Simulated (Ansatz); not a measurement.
# CH₂B+ (triplet): correlated methods under varied settings

Aim: run CH₂B+ (triplet) at one geometry under a spread of methods and options, and see what each costs and gives.

Computed with Ansatz 0.2.0, Gaussian basis. Level: the settings change from run to run.

13 further runs of the same task are left out: 2 that didn't finish, 11 set aside as unsound or not needed. Runs told in other sessions of the task aren't counted.

**1. What is computed**

The geometry is a PBE0/def2-TZVP stationary point (not a proven minimum) of the parent state, kept for this charge and spin.

4 atoms, charge 1, spin multiplicity 3.

Atoms are counted from 1 here; the program's logs count them from 0.

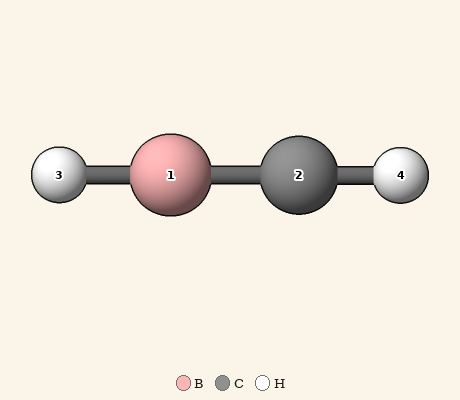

The structure; boron pink, carbon grey, hydrogen white; atoms are numbered from 1 in the order of the file.

Geometry (Å):

```xyz
4
charge 1, multiplicity 3
B     0.0000    0.0000    0.6493
C     0.0000    0.0000   -0.7007
H     0.0000    0.0000    1.8218
H     0.0000    0.0000   -1.7703
```

**2. HF (ROHF)/def2-SVP**

in.yaml reads:

```yaml
crystal:
  periodic: [false, false, false]
  atoms:
    - {symbol: B, position_ang: [0.000000, 0.000000, 0.649311]}
    - {symbol: C, position_ang: [0.000000, 0.000000, -0.700735]}
    - {symbol: H, position_ang: [0.000000, 0.000000, 1.821771]}
    - {symbol: H, position_ang: [0.000000, 0.000000, -1.770347]}
basis:
  gaussian: {orbitals: def2-SVP}
total_charge: 1
magnetization: {spin_polarized: false, initial_magnetization: 2}
hamiltonian: {xc: hf}
scf: {lower_state_search: full}
output: {forces: true, orbitals: {seedname: orbitals}}
```

Started as:

```bash
> ansatz run in.yaml --threads 1 --pin off --events-out ev --progress --plain --max-ram 2393MiB
```

Standard output:

```text
Functional definition: HF
  name "HF"
  cite "Fock, Z. Phys. 61, 126 (1930) doi:10.1007/BF01340294"
  parent pbe
  exchange = exact_x
  correlation = 0
396 factors; integrals over basis functions are off by at most 1.3e-3 eV
mean field evaluation 1: about -1720.3055 eV, gradient 1.5e1 eV
mean field evaluation 2: about -1720.3079 eV, gradient 1.5e1 eV
mean field evaluation 4: about -1721.1145 eV, gradient 1.6e0 eV
mean field evaluation 8: about -1721.1225 eV, gradient 1.1e-4 eV
mean field evaluation 16: about -1660.5605 eV, gradient 8.7e1 eV
mean field evaluation 32: about -1721.1211 eV, gradient 2.8e-1 eV
mean field evaluation 64: about -1721.1205 eV, gradient 2.1e-1 eV
mean field -1721.12245309 eV, -63.2500835324 hartree, gradient 1.9e-5 eV, S^2 2.000000; 6 other end points of the search recorded, 0 dependent functions left out
the calculation of the forces begins
reference -1721.12245309 eV, -63.2500835324 hartree; 7, 5 occupied and 31, 33 virtual orbitals, 396 factors
Total energy: -1721.12245309 eV, -63.2500835324 hartree
Atom 0 at     0.000000     0.000000     0.649311 Å, force     0.000000    -0.000000     4.087354 eV/Å
Atom 1 at     0.000000     0.000000    -0.700735 Å, force    -0.000000     0.000000    -3.745238 eV/Å
Atom 2 at     0.000000     0.000000     1.821771 Å, force     0.000000     0.000000     0.030462 eV/Å
Atom 3 at     0.000000     0.000000    -1.770347 Å, force     0.000000    -0.000000    -0.372578 eV/Å
Dipole moment:     0.000000    -0.000000     0.085754 e Å
```

Wall time 0.51 s (1 thread of Arm Neoverse V1, shared host).

**3. CASSCF(2,6)/STO-3G**

Changes to in.yaml since step 2:

```diff
@@ -8,7 +8,6 @@
 basis:
-  gaussian: {orbitals: def2-SVP}
+  gaussian: {orbitals: STO-3G, fitting: {mean_field: def2-universal-jkfit}}
 total_charge: 1
 magnetization: {spin_polarized: false, initial_magnetization: 2}
-hamiltonian: {xc: hf}
-scf: {lower_state_search: full}
-output: {forces: true, orbitals: {seedname: orbitals}}
+correlation: {active_space: {window: {electrons: 2, orbitals: 6}, states: [{multiplicity: 3, weights: [1, 1]}], root: 1}}
+output: {forces: true}
```

The command is unchanged.

Standard output, cut to the lines that bear on the results:

```text
Functional definition: HF
  name "HF"
  cite "Fock, Z. Phys. 61, 126 (1930) doi:10.1007/BF01340294"
  parent pbe
[...]
186 factors; integrals over basis functions are off by at most 3.8e-3 eV
[...]
mean field -1701.89020255 eV, -62.5433113611 hartree, gradient 2.7e-6 eV, S^2 2.000000; 0 other end points of the search recorded, 0 dependent functions left out
reference -1701.89020255 eV, -62.5433113611 hartree; 7, 5 occupied and 5, 7 virtual orbitals, 186 factors
state -1702.06649818 eV, -62.5497901060 hartree
state -1694.48926985 eV, -62.2713321011 hartree
[...]
Total energy: -1694.48926985 eV, -62.2713321011 hartree
Atom 0 at     0.000000     0.000000     0.649311 Å, force     0.000000    -0.000000    19.413428 eV/Å
Atom 1 at     0.000000     0.000000    -0.700735 Å, force     0.000000    -0.000000   -16.138053 eV/Å
Atom 2 at     0.000000     0.000000     1.821771 Å, force    -0.000000     0.000000    -1.133406 eV/Å
Atom 3 at     0.000000     0.000000    -1.770347 Å, force    -0.000000     0.000000    -2.141968 eV/Å
Dipole moment:     0.000000    -0.000000    -0.567900 e Å
```

It took 0.15 s on 1 thread of Arm Neoverse V1, shared host.

From the report: 36 determinants; active occupations (of the averaged states) 0.74, 0.74, 0.26, 0.26, 0.00, 0.00.

**4. CCSD on UHF/cc-pVDZ**

in.yaml reads:

```yaml
crystal:
  periodic: [false, false, false]
  atoms:
    - {symbol: B, position_ang: [0.000000, 0.000000, 0.649311]}
    - {symbol: C, position_ang: [0.000000, 0.000000, -0.700735]}
    - {symbol: H, position_ang: [0.000000, 0.000000, 1.821771]}
    - {symbol: H, position_ang: [0.000000, 0.000000, -1.770347]}
basis:
  gaussian: {orbitals: cc-pVDZ}
total_charge: 1
magnetization: {spin_polarized: true, initial_magnetization: 2}
correlation: {method: ccsd, electrons: valence}
accuracy: high
output: {forces: true}
```

Launched as before.

Standard output, cut to the lines that bear on the results:

```text
Functional definition: HF
  name "HF"
  cite "Fock, Z. Phys. 61, 126 (1930) doi:10.1007/BF01340294"
  parent pbe
[...]
727 factors; integrals over basis functions are off by at most 3.1e-9 eV
[...]
mean field -1722.81373226 eV, -63.3122368953 hartree, gradient 1.9e-8 eV, S^2 2.013502; 0 other end points of the search recorded, 0 dependent functions left out
2 core orbitals not correlated: weight in the atoms' cores, before any rotation towards them, 1.000 or more for the frozen orbitals, at most 0.000 for the correlated occupied ones
reference -1722.81373226 eV, -63.3122368953 hartree; 5, 3 occupied and 31, 33 virtual orbitals, 727 factors
second order -3.57071921 eV of doubles, -0.00000000 eV of singles
cycle   1  -4.15186514 eV  change   -5.8e-1 eV  update   5.1e-2
[...]
cycle  20  -4.36027356 eV  change   1.2e-10 eV  update  5.1e-10
[...]
Total energy: -1727.17400581 eV, -63.4724739931 hartree
Atom 0 at     0.000000     0.000000     0.649311 Å, force    -0.000000    -0.000000     4.797134 eV/Å
Atom 1 at     0.000000     0.000000    -0.700735 Å, force    -0.000000    -0.000000    -4.116087 eV/Å
Atom 2 at     0.000000     0.000000     1.821771 Å, force     0.000000     0.000000     0.283545 eV/Å
Atom 3 at     0.000000     0.000000    -1.770347 Å, force     0.000000     0.000000    -0.964591 eV/Å
Dipole moment:     0.000000     0.000000     0.044673 e Å
```

Wall time 3.7 s (1 thread of Arm Neoverse V1, shared host).

From the report: ⟨S²⟩ of the determinant 2.014 (pure triplet: 2.00); correlation -4.3603 eV; T1 0.013; largest double amplitude 0.06.

**5. CISD/pcseg-2**

in.yaml reads:

```yaml
crystal:
  periodic: [false, false, false]
  atoms:
    - {symbol: B, position_ang: [0.000000, 0.000000, 0.649311]}
    - {symbol: C, position_ang: [0.000000, 0.000000, -0.700735]}
    - {symbol: H, position_ang: [0.000000, 0.000000, 1.821771]}
    - {symbol: H, position_ang: [0.000000, 0.000000, -1.770347]}
basis:
  gaussian: {orbitals: pcseg-2}
total_charge: 1
magnetization: {spin_polarized: false, initial_magnetization: 2}
correlation: {active_space: {ras: {orbitals: [3, 2, 81], electrons: 8, max_holes: 2, max_particles: 2}, fixed_orbitals: true}}
scf: {lower_state_search: full}
```

The command is unchanged.

Standard output:

```text
Functional definition: HF
  name "HF"
  cite "Fock, Z. Phys. 61, 126 (1930) doi:10.1007/BF01340294"
  parent pbe
  exchange = exact_x
  correlation = 0
517 factors; integrals over basis functions are off by at most 1.2e-3 eV
mean field evaluation 1: about -1721.8953 eV, gradient 1.9e1 eV
mean field evaluation 2: about -1721.9111 eV, gradient 1.9e1 eV
mean field evaluation 4: about -1723.0338 eV, gradient 1.9e0 eV
mean field evaluation 8: about -1723.0452 eV, gradient 2.3e-4 eV
mean field evaluation 16: about -1629.9792 eV, gradient 1.1e2 eV
mean field evaluation 32: about -1723.0452 eV, gradient 3.6e-4 eV
mean field evaluation 64: about -1723.0452 eV, gradient 2.6e-6 eV
mean field evaluation 96: about -1723.0295 eV, gradient 3.8e-1 eV
mean field -1723.04518567 eV, -63.3207426515 hartree, gradient 3.0e-6 eV, S^2 2.000000; 6 other end points of the search recorded, 0 dependent functions left out
reference -1723.04518567 eV, -63.3207426515 hartree; 7, 5 occupied and 81, 83 virtual orbitals, 517 factors
state -1728.16549504 eV, -63.5089105503 hartree
Total energy: -1728.16549504 eV, -63.5089105503 hartree
```

Wall time 11 s (1 thread of Arm Neoverse V1, shared host); peak memory 0.3 GiB.

From the report: 140,392 determinants.

**6. CCSDT on ROHF/cc-pVDZ**

in.yaml reads:

```yaml
crystal:
  periodic: [false, false, false]
  atoms:
    - {symbol: B, position_ang: [0.000000, 0.000000, 0.649311]}
    - {symbol: C, position_ang: [0.000000, 0.000000, -0.700735]}
    - {symbol: H, position_ang: [0.000000, 0.000000, 1.821771]}
    - {symbol: H, position_ang: [0.000000, 0.000000, -1.770347]}
basis:
  gaussian: {orbitals: cc-pVDZ, point_charges: [{charge: 0.50, position_ang: [2.869, 0.256, 0.306]}]}
total_charge: 1
magnetization: {spin_polarized: false, initial_magnetization: 2}
correlation: {method: ccsdt, electrons: valence}
output: {forces: true}
```

Same command.

Standard output, cut to the lines that bear on the results:

```text
Functional definition: HF
  name "HF"
  cite "Fock, Z. Phys. 61, 126 (1930) doi:10.1007/BF01340294"
  parent pbe
[...]
658 factors; integrals over basis functions are off by at most 1.9e-7 eV
[...]
mean field -1720.38656251 eV, -63.2230400524 hartree, gradient 9.4e-7 eV, S^2 2.000000; 0 other end points of the search recorded, 0 dependent functions left out
2 core orbitals not correlated: weight in the atoms' cores, before any rotation towards them, 1.000 or more for the frozen orbitals, at most 0.000 for the correlated occupied ones
reference -1720.38656251 eV, -63.2230400524 hartree; 5, 3 occupied and 31, 33 virtual orbitals, 658 factors
second order -3.63655675 eV of doubles, -0.07265868 eV of singles
cycle   1  -4.30034443 eV  change   -5.9e-1 eV  update   5.5e-2
[...]
cycle  15  -4.61606400 eV  change    9.2e-7 eV  update   3.6e-7
[...]
Total energy: -1725.00262651 eV, -63.3926772756 hartree
Atom 0 at     0.000000     0.000000     0.649311 Å, force    -0.616194    -0.054983     4.934984 eV/Å
Atom 1 at     0.000000     0.000000    -0.700735 Å, force    -0.060086    -0.005361    -4.220300 eV/Å
Atom 2 at     0.000000     0.000000     1.821771 Å, force     0.072091     0.006433     0.399650 eV/Å
Atom 3 at     0.000000     0.000000    -1.770347 Å, force    -0.058431    -0.005214    -1.142058 eV/Å
Dipole moment:    -0.089663    -0.008001     0.020084 e Å
```

It took 43 s on 1 thread of Arm Neoverse V1, shared host; peak memory 0.53 GiB.

From the report: correlation -4.6161 eV; T1 0.017; largest double amplitude 0.06.

**7. All runs side by side**

Where basis and cores are those of an earlier UCCSDT(Q)/cc-pVDZ run (-1727.2955 eV), and the records show the same count of frozen orbitals and kind of state, the miss against it is given; a blank cell means that this couldn't be shown.

```csv
level,correlated,functions,energy (eV),from UCCSDT(Q) (meV),time
HF (ROHF)/def2-SVP,,38,-1721.1225,,0.51 s
"CASSCF(2,6)/STO-3G (excited root 1 of an average)",,12,-1694.4893,,0.15 s
CCSD on UHF/cc-pVDZ,valence,38,-1727.1740,121.5,3.7 s
CISD/pcseg-2,valence,88,-1728.1655,,11 s
CCSDT on ROHF/cc-pVDZ (beside a point charge),valence,38,-1725.0026,,43 s
```

**8. Outcome**

```
quantity                                                      value
    runs                                                          5
quickest  CASSCF(2,6)/STO-3G (excited root 1 of an average), 0.15 s
 slowest        CCSDT on ROHF/cc-pVDZ (beside a point charge), 43 s
```

What this shows: Total energies in different bases, with other cores or another treatment of relativity can't be set against each other. CCSDT on ROHF/cc-pVDZ (beside a point charge) took 287 times as long as CASSCF(2,6)/STO-3G (excited root 1 of an average); the jobs differ in more than the method.
